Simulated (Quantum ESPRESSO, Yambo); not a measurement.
# GaP (F-43m): Bethe-Salpeter spectra with Yambo, part 2 of 4

Aim: follow the lowest exciton of GaP (F-43m) as the mesh is refined.

Quantum ESPRESSO 7.5 and Yambo 5.3.0; PBE and many-body steps on it, plane waves. Known limits of the many-body steps: not at the basis limit; no spin-orbit coupling; coarse k mesh; bindings not settled in the k mesh.

So far. Step 4 (Screening and self-energy, 4×4×4 mesh, 104 bands …): The gap on the mesh goes from 1.65 eV to 2.25 eV, a correction of +0.60 eV. Step 5 (Empty states on the mesh, 4×4×4 mesh, 22 bands): On this mesh the gap is 1.653 eV.

## (7) Excitons

Optical absorption needs the electron-hole interaction, solved here in a basis of vertical transitions on the mesh.

This step: Bethe-Salpeter equation on PBE with a scissors shift, plane waves, norm-conserving pseudopotentials.

bse3.in reads:

```
optics
bss
bse
em1s
dipoles
rim_cut
RandQpts= 1000000
RandGvec= 1 RL
Chimod= "HARTREE"
BSKmod= "SEX"
BSEmod= "resonant"
BSSmod= "d"
BSENGexx= 20 Ry
BSENGBlk= 4 Ry
% BSEQptR
 1 | 1 |
%
% BSEBands
 11 | 17 |
%
% BEnRange
 0 | 5 | eV
%
% BDmRange
 0.1 | 0.1 | eV
%
BEnSteps= 101
% BLongDir
 1 | 0 | 0 |
%
% BndsRnXs
 5 | 22 |
%
NGsBlkXs= 4 Ry
% LongDrXs
 1 | 1 | 1 |
%
% KfnQP_E
 0.883 | 1.0 | 1.0 |
%
WRbsWF
FFTGvecs= 47 Ry
```

On the command line:

```bash
$ OMP_NUM_THREADS=1 mpirun -n 8 yambo -F bse3.in -J bse3 -C bse3 > bse3.log
```

Output:

```text
 Yambo, version 5.3.0

 [02] CORE Variables Setup
 =========================

  [... cell, symmetries and grids as in the set-up ...]

  [02.05] Energies & Occupations
  ==============================

  [X] === General ===
  [X] Electronic Temperature                        :  0.000000  0.000000 [eV K]
  [X] Bosonic    Temperature                        :  0.000000  0.000000 [eV K]
  [X] Finite Temperature mode                       : no
  [X] El. density                                   :  0.64228E+24 [cm-3]
  [X] Fermi Level                                   :  8.204634 [eV]

  [X] === Gaps and Widths ===
  [X] Conduction Band Min                           :  1.653056 [eV]
  [X] Valence Band Max                              :  0.000000 [eV]
  [X] Filled Bands                                  :  13
  [X] Empty Bands                                   :  14  22
  [X] Direct Gap                                    :  1.817540 [eV]
  [X] Direct Gap localized at k                     :  1
  [X] Indirect Gap                                  :  1.653056 [eV]
  [X] Indirect Gap between kpts                     :   1   7
  [X] Last valence band width                       :  3.419266 [eV]
  [X] 1st conduction band width                     :  3.048653 [eV]

 [03] Transferred momenta grid and indexing
 ==========================================

 [BZ sampling] Q-grid is User defined and/or read from the database

 IBZ Q-points                                      :   8
 BZ  Q-points                                      :   64

 K/Q-points units:
 rlu = crystal or reduced units; cc = cartesian coordinates; iku = interal k-units

 Q [1]          [rlu]:  0.000000  0.000000  0.000000
 Q [2]          [rlu]: -0.25926E-17 -0.25926E-17  0.25000
 Q [3]          [rlu]:  0.51853E-17  0.51853E-17 -0.50000
 Q [4]          [rlu]: -0.17252E-17  0.25000      0.25000
 Q [5]          [rlu]:  0.64517E-16  0.25000      0.50000
 Q [6]          [rlu]:  0.51853E-17  0.25000     -0.25000
 Q [7]          [rlu]:  0.34504E-17 -0.50000     -0.50000
 Q [8]          [rlu]:  0.250000 -0.500000 -0.250000

  [03.01] X + BSE indexes
  =======================

   [03.01.01] Sigma indexes
   ========================

 [04] Coloumb potential Random Integration (RIM)
 ===============================================

  [04.01] RIM initialization
  ==========================

  * Diagonal components only detected *

  8 x (sBL volume)        :  0.113502 [a.u.]
  sBZ random points       :  1000000
  Points outside the sBZ  :   7999624
  RL volume               :  0.908017 [a.u.]
  Integrated volume       :  0.908060 [a.u.]

  [04.02] RIM integrals
  =====================

  Gamma point sphere radius             :  0.087825 [a.u.]
  Points outside the sphere             :   799635
  [Int_sBZ(q=0) 1/q^2]*(Vol_sBZ)^(-1/3) =:  7.763403
                                 should be <:  7.795600

  Summary of Coulomb integrals for non-metallic bands |Q|[au] RIM/Bare

  Q [1] 0.100000E-4 0.995870 * Q [2] 0.264147 1.064892
  Q [4] 0.305010 1.063726 * Q [6] 0.431350 1.026105
  Q [5] 0.505803 1.019213 * Q [3] 0.528294 1.016443
  Q [7] 0.610021 1.012926 * Q [8] 0.682024 1.009910

 [05] External/Internal QP corrections
 =====================================

 [QP_apply] Action to be applied: USER defined scissor

  [05.01]  QP corrections report
  ==============================

  [K+QP] === General ===
  [K+QP] Electronic Temperature                     :  0.000000  0.000000 [eV K]
  [K+QP] Bosonic    Temperature                     :  0.000000  0.000000 [eV K]
  [K+QP] Finite Temperature mode                    : no
  [K+QP] El. density                                :  0.64228E+24 [cm-3]
  [K+QP] Fermi Level                                :  0.000000 [eV]

  [K+QP] === Gaps and Widths ===
  [K+QP] Conduction Band Min                        :  2.536056 [eV]
  [K+QP] Valence Band Max                           :  0.000000 [eV]
  [K+QP] Filled Bands                               :  13
[...]
[K+QP] Indirect Gap between kpts                  :   1   7
  [K+QP] Last valence band width                    :  3.419266 [eV]
  [K+QP] 1st conduction band width                  :  3.048653 [eV]

  [coarse-grid] Minimum Bare Gap        [ev]:  1.653056
  [coarse-grid] Minimum Gap Correction  [ev]:  0.883000

  Eqp @ K [1]
  -143.3917  -94.1165  -94.1165  -94.1165  -14.5396  -14.5396  -14.5396  -14.4426
   -14.4426     -12.4929    -0.164716E-5 -0.161658E-5   0.00000      2.70054      4.76963      4.76963
    4.76963   9.69741  10.61057  10.61058  13.33307  13.33309
  Eqp @ K [2]
  -143.3917  -94.1164  -94.1164  -94.1164  -14.5838  -14.5249  -14.5249  -14.4408
  -14.44077 -11.71681  -3.87592  -0.66219  -0.66219   3.03640   5.62422   5.62422
    7.22723   9.82792   9.82792  10.81319  13.97585  17.07229
  Eqp @ K [3]
  -143.3917  -94.1165  -94.1165  -94.1165  -14.6220  -14.5151  -14.5151  -14.4345
  -14.43453 -10.42675  -6.63260  -1.11775  -1.11775   2.55278   5.59871   5.59871
    9.16696  11.76683  12.49830  12.49830  14.46502  14.46507
  Eqp @ K [4]
[...]
7.62584   8.67173  11.55169  13.58976  15.49626  15.49627
  Eqp @ K [5]
[...]
-14.42942 -10.10497  -6.12895  -3.23293  -2.03112   3.34409   5.80883   7.46828
    7.94090  11.71714  12.59043  14.03357  14.59425  15.16663
  [... 2 further k-points ...]
  Eqp @ K [8]
  -143.3917  -94.1165  -94.1165  -94.1165  -14.6386  -14.5010  -14.4804  -14.4569
  -14.43352  -9.43563  -6.54789  -3.57399  -3.41927   5.58471   5.74537   6.98383
    7.03244  12.46884  12.69813  14.54449  14.72596  17.49789

 [06] Dipoles
 ============

  [06.01] Setup: observables and procedures
  =========================================

  [WARNING] [r,Vnl^pseudo] included in position and velocity dipoles.

  [WARNING] In case H contains other non local terms, these are neglected

 [07] Static Dielectric Matrix
 =============================

 [SLK-Inversion]  Pools        :  2
 [SLK-Inversion]  BLACS grid   :  2  2

 [WR./bse3//ndb.em1s]------------------------------------------------------------
  Brillouin Zone Q/K grids (IBZ/BZ)                :    8   64    8   64
  RL vectors                                       :  1471 [WF]
  Coulomb cutoff potential                         : none
  Electronic Temperature                           :  0.000000 [K]
  Bosonic    Temperature                           :  0.000000 [K]
  Static diel. fun.  energies                      : Perdew, Burke & Ernzerhof(X)+Perdew, Burke & Ernzerhof(C)
  wavefunctions                                    : Perdew, Burke & Ernzerhof(X)+Perdew, Burke & Ernzerhof(C)
  Global Gauge                                     : length
  X matrix size                                    :   51
  X band range                                     :   5  22
  X e/h energy range                               : -1.000000 -1.000000 [eV]
  X Time ordering                                  : T
  X Hxc Kernel                                     : HARTREE
  X Drude frequency                                :  0.000000  0.000000
  X poles                                          :  100.0000 [o/o]
  RL vectors in the sum                            :  1471
  [r,Vnl] included                                 : yes
  Field direction                                  :  0.577350E-5  0.577350E-5  0.577350E-5
  BZ energy Double Grid                            : no
  BZ energy DbGd points                            : 0
  BZ Q point size factor                           : -1.000000
  X Optical Averaged directions                    : none

 [08] Bethe Salpeter Equation driver
 ===================================

  [08.01] Bethe Salpeter Equation @q1
  ===================================

   [08.01.01] Transition pre-analysis @q1
   ======================================

   [08.01.02] Transition Groups build-up @q1
   =========================================

   [BSK] Transition groups (total):   32
   [BSK] Size (resonant):   768
   [BSK]         (total):   768
   [BSK] N. of matrices :  1

   [08.01.03] Loading Dipoles @q1
   ==============================

   [08.01.04] Independent Particles properties @q1
   ===============================================

   ==========================================================

   [BSE] Exchange components :   459
   [BSE] Correlation components :   51  229

    [08.01.05.01] Screened interaction header I/O
    =============================================

    [08.01.05.02] Main kernel loop
    ==============================

    [08.01.05.03] Wave-Function Phases
    ==================================

    [BSE] WF phases found       :  43.08036 [o/o]

   [08.01.06] BSE solver(s) @q1
   ============================

   [SLK-Digonalization]  Pools        :  2
   [SLK-Digonalization]  BLACS grid   :  2  2

   [08.01.07] Diago Solver @q1
   ===========================

 [11] Game Over & Game summary
```

Wall time 6.5 s (8 MPI ranks of AMD EPYC 7R43, shared host); peak memory 2.3 GiB; 41 s of CPU time.

Numbers from this step:

```yaml
transitions_in_the_window: 768
direct_gap_of_the_transition_levels: 2.701 eV
lowest_state: 2.560 eV
first_strong_exciton_over_a_fiftieth_of_the_strongest_listed: 2.560 eV
binding_of_the_lowest_state_below_the_direct_gap: 0.1403 eV
coulomb_term_of_one_mesh_cell: 0.1673 eV
```

The binding is 0.84 times the screened Coulomb term of one mesh cell (0.17 eV), so it is not shown settled.

The lowest state lies at 2.560 eV, 0.140 eV under the direct gap.

Lines within 3 meV are set at the lowest of them, and the highest group, which the list may cut short, is left out; lines within 3 meV are set at the lowest of them, and the highest group, which the list may cut short, is left out. Exciton lines, with heights relative to the strongest:

```
position (eV)  lines merged  strength, relative
        2.560             3                  34
        3.410             3                 100
        3.465             3                 0.0
        3.492             2                 0.0
        3.579             3                 0.0
        3.583             5                 0.0
```

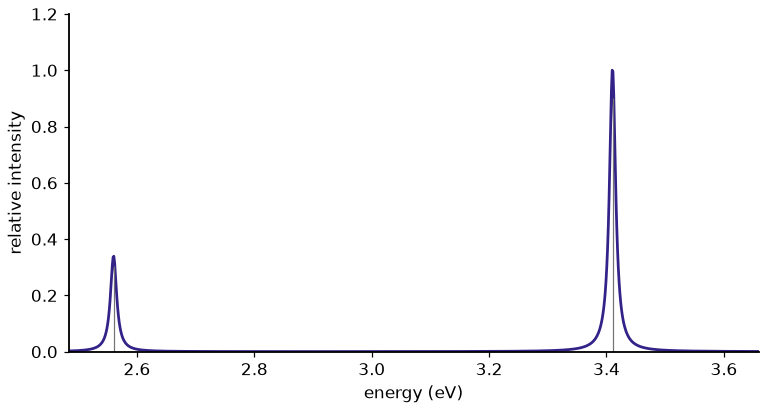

The exciton spectrum, broadened with Lorentzians of width 0.013 eV; bars mark the lines.

The ε₂ has structure finer than the step of the table below, so its rows give means over 0.5 eV, whole bins alone (the curve runs from 0 to 5 eV). Peaks (eV: height): BSE 2.55: 43.8, 3.40: 125, 4.60: 43.4; no electron-hole interaction 2.70: 25.6, 3.70: 97.1, 4.75: 35.8.

Field along x; broadening 0.1 eV; transition window only. Limits: finite bands, cutoff and mesh; no spin-orbit coupling; coarse k mesh; exciton not shown settled in the k mesh. Table of ε₂ by photon energy; means over each step:

```
photon energy (eV)    BSE  no electron-hole interaction
               0.5  0.320                         0.228
               1.0  0.485                         0.322
               1.5  0.860                         0.510
               2.0   2.42                          1.07
               2.5   21.6                          9.71
               3.0   13.6                          7.29
               3.5   59.1                          38.1
               4.0   6.61                          18.6
               4.5   22.2                          12.1
```

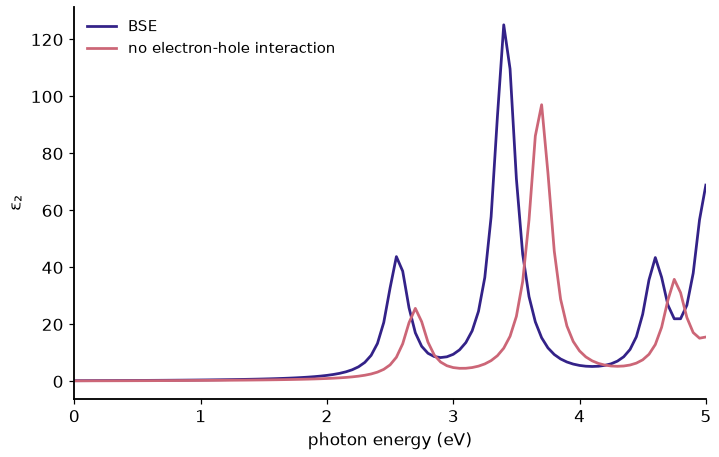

ε₂ against photon energy.

## (8) Triplet (no exchange term)

bse4.in, as its differences from bse3.in of step 7:

```diff
@@ -12,3 +12,3 @@
 BSSmod= "d"
-BSENGexx= 20 Ry
+BSENGexx= 1 RL
 BSENGBlk= 4 Ry
```

On the command line:

```bash
$ OMP_NUM_THREADS=1 mpirun -n 8 yambo -F bse4.in -J bse4,bse3_W -C bse4 > bse4.log
```

Output:

```text
 Yambo, version 5.3.0

 [02] CORE Variables Setup
 =========================

  [... cell, symmetries and grids as in the set-up ...]

  [02.05] Energies & Occupations
  ==============================

  [X] === General ===
  [X] Electronic Temperature                        :  0.000000  0.000000 [eV K]
  [X] Bosonic    Temperature                        :  0.000000  0.000000 [eV K]
  [X] Finite Temperature mode                       : no
  [X] El. density                                   :  0.64228E+24 [cm-3]
  [X] Fermi Level                                   :  8.204634 [eV]

  [X] === Gaps and Widths ===
  [X] Conduction Band Min                           :  1.653056 [eV]
  [X] Valence Band Max                              :  0.000000 [eV]
  [X] Filled Bands                                  :  13
  [X] Empty Bands                                   :  14  22
  [X] Direct Gap                                    :  1.817540 [eV]
  [X] Direct Gap localized at k                     :  1
  [X] Indirect Gap                                  :  1.653056 [eV]
  [X] Indirect Gap between kpts                     :   1   7
  [X] Last valence band width                       :  3.419266 [eV]
  [X] 1st conduction band width                     :  3.048653 [eV]

 [03] Transferred momenta grid and indexing
 ==========================================

 IBZ Q-points                                      :   8
 BZ  Q-points                                      :   64

 K/Q-points units:
 rlu = crystal or reduced units; cc = cartesian coordinates; iku = interal k-units

 Q [1]          [rlu]:  0.000000  0.000000  0.000000
 Q [2]          [rlu]: -0.25926E-17 -0.25926E-17  0.25000
 Q [3]          [rlu]:  0.51853E-17  0.51853E-17 -0.50000
[...]
[K+QP] Indirect Gap                               :  2.536056 [eV]
  [K+QP] Indirect Gap between kpts                  :   1   7
  [K+QP] Last valence band width                    :  3.419266 [eV]
  [K+QP] 1st conduction band width                  :  3.048653 [eV]

  [coarse-grid] Minimum Bare Gap        [ev]:  1.653056
  [coarse-grid] Minimum Gap Correction  [ev]:  0.883000

  Eqp @ K [1]
  -143.3917  -94.1165  -94.1165  -94.1165  -14.5396  -14.5396  -14.5396  -14.4426
   -14.4426     -12.4929    -0.164716E-5 -0.161658E-5   0.00000      2.70054      4.76963      4.76963
    4.76963   9.69741  10.61057  10.61058  13.33307  13.33309
  Eqp @ K [2]
  -143.3917  -94.1164  -94.1164  -94.1164  -14.5838  -14.5249  -14.5249  -14.4408
[...]
7.22723   9.82792   9.82792  10.81319  13.97585  17.07229
  Eqp @ K [3]
[...]
9.16696  11.76683  12.49830  12.49830  14.46502  14.46507
  Eqp @ K [4]
[...]
7.62584   8.67173  11.55169  13.58976  15.49626  15.49627
  Eqp @ K [5]
[...]
7.94090  11.71714  12.59043  14.03357  14.59425  15.16663
  [... 2 further k-points ...]
  Eqp @ K [8]
  -143.3917  -94.1165  -94.1165  -94.1165  -14.6386  -14.5010  -14.4804  -14.4569
  -14.43352  -9.43563  -6.54789  -3.57399  -3.41927   5.58471   5.74537   6.98383
    7.03244  12.46884  12.69813  14.54449  14.72596  17.49789

 [06] Dipoles
 ============

  [06.01] Setup: observables and procedures
  =========================================

  [WARNING] [r,Vnl^pseudo] included in position and velocity dipoles.

  [WARNING] In case H contains other non local terms, these are neglected

 [07] Static Dielectric Matrix
 =============================

    [08.01.05.02] Main kernel loop
    ==============================

    [08.01.05.03] Wave-Function Phases
    ==================================

    [BSE] WF phases found       :  43.08036 [o/o]

   [08.01.06] BSE solver(s) @q1
   ============================

   [SLK-Digonalization]  Pools        :  2
   [SLK-Digonalization]  BLACS grid   :  2  2

   [08.01.07] Diago Solver @q1
   ===========================

 [11] Game Over & Game summary
```

Elapsed: 3.8 s, on 8 MPI ranks; peak memory 2.1 GiB; 28 s of CPU time.

The lowest triplet lies at 2.525 eV; without spin-orbit coupling triplets are dark, so no spectrum is read.

## (9) Empty states on the mesh, 6×6×6 mesh, 22 bands

This step: Quantum ESPRESSO 7.5; DFT, PBE, plane waves, norm-conserving pseudopotentials.

pw.in reads:

```
&control
  calculation = 'nscf'
  prefix = 'x'
  outdir = 'o'
  pseudo_dir = 'pseudo'
/
&system
  ibrav = 0
  nat = 2
  ntyp = 2
  ecutwfc = 104.0
  nbnd = 22
  force_symmorphic = .true.
/
&electrons
  conv_thr = 1e-9
  electron_maxstep = 80
  diago_full_acc = .true.
  diago_thr_init = 5e-6
/
ATOMIC_SPECIES
  Ga 69.723 Ga.upf
  P 30.974 P.upf
CELL_PARAMETERS angstrom
  0.0000000000 2.7252500000 2.7252500000
  2.7252500000 0.0000000000 2.7252500000
  2.7252500000 2.7252500000 0.0000000000
ATOMIC_POSITIONS crystal
  Ga 0.0000000000 0.0000000000 0.0000000000
  P 0.2500000000 0.2500000000 0.2500000000
K_POINTS automatic
  6 6 6 0 0 0
```

On the command line:

```bash
$ OMP_NUM_THREADS=1 mpirun -n 8 pw.x -nk 4 -in pw.in > pw.out
```

Output:

```text
[banner, memory and clock lines left out]
Program PWSCF v.7.5 starts

     Atomic positions and unit cell read from directory:
     o/x.save/

     Message from routine setup:
     using ibrav=0 with symmetry is DISCOURAGED, use correct ibrav instead

     bravais-lattice index     =            0
     lattice parameter (alat)  =       7.2832  a.u.
     unit-cell volume          =     273.1780 (a.u.)^3
     number of atoms/cell      =            2
     number of atomic types    =            2
     number of electrons       =        26.00
[...]
-135.1871 -85.9119 -85.9119 -85.9118  -6.3582  -6.3273  -6.3273  -6.2375
    -6.2375  -3.9320   5.8169   7.8340   7.8340  10.6145  12.6393  12.6393
    13.2293  17.1338  17.1338  18.2674  20.0036  22.7222

          k = 0.2357 0.2357-0.2357 (  4879 PWs)   bands (ev):

  -135.1871 -85.9118 -85.9118 -85.9118  -6.3986  -6.3147  -6.3147  -6.2337
    -6.2337  -2.9849   2.9975   7.2984   7.2984  10.1008  13.0159  13.0159
    15.7999  17.8105  17.8105  17.9059  23.0037  24.6660

          k =-0.3536-0.3536 0.3536 (  4910 PWs)   bands (ev):

     [... further k-points ...]

     highest occupied, lowest unoccupied level (ev):     8.2046    9.8577

     XML data file, pseudopotentials, collected wavefunctions
```

The job ended after 2.4 s (8 MPI ranks; peak memory 0.46 GiB).

Numbers from this step:

- gap: 1.653 eV
- k of the valence top: 0, 0, 0
- k of the conduction bottom: 0, -0.5, -0.5
- least direct gap: 1.818 eV
- k points computed: 16
- lowest point of the top converged band, above the valence top: 12.45 eV

On this mesh the gap is 1.653 eV.

## (10) Conversion and set-up

This step: Yambo 5.3.0; conversion and set-up on PBE, plane waves, norm-conserving pseudopotentials.

On the command line:

```bash
$ (cd o/x.save; p2y > p2y.log; mv SAVE ../..); yambo > setup.log
```

Output:

```text
 Yambo, version 5.3.0

 [02] CORE Variables Setup
 =========================

  [02.01] Unit cells
  ==================

  Cell kind             :  FCC
  Atoms in the cell     :  Ga  P
  number of Ga atoms    :  1
  number of P  atoms    :  1

  List of atomic masses
  Mass of Ga    :  69.72300
  Mass of P     :  30.97400

  List of atomic coordinates    : [cc]
  Ga1       :  0.000000  0.000000  0.000000  order 1
  P1       :  2.574988  2.574988  2.574988  order 2

  Alat factors          :  5.149976  5.149976  5.149976 [a.u.]
  Direct lattice volume :  273.1780 [a.u.]
[...]
Q [ 1]         [rlu]:  0.000000  0.000000  0.000000
 Q [ 2]         [rlu]:  0.25176E-17  0.25176E-17  0.16667
 Q [ 3]         [rlu]:  0.50351E-17  0.50351E-17  0.33333
[...]
Q [ 8]         [rlu]:  0.51853E-17  0.16667     -0.33333
 Q [ 9]         [rlu]: -0.32791E-16  0.16667     -0.16667
 Q [10]         [rlu]:  0.20449E-16  0.33333      0.33333
     [... 4 further rows ...]
 Q [15]         [rlu]:  0.166667  0.333333 -0.333333
 Q [16]         [rlu]:  0.166667 -0.500000 -0.333333

  [03.01] X indexes
  =================

   [03.01.01] Sigma indexes
   ========================

 [06] Game Over & Game summary
```

Wall time 4 s (1 MPI rank); peak memory 0.25 GiB.

(Continued in part 3 of 4.)

[Paths, hosts, dates, memory and timing lines, banners, echoed tables and standing remarks are left out of the program output.]

[Logs are printed without paths, hosts, clocks, repeated set-up lines and the standing remarks that a program may print on its own settings, such as how far it seeks lower states.]

[Runs of the session that timed out or met a known fault of the program may be left out.]

[Hosts, paths, dates, database ids (printed as entryN), source tags and the programs' standing remarks are cut or masked in the printed files.]
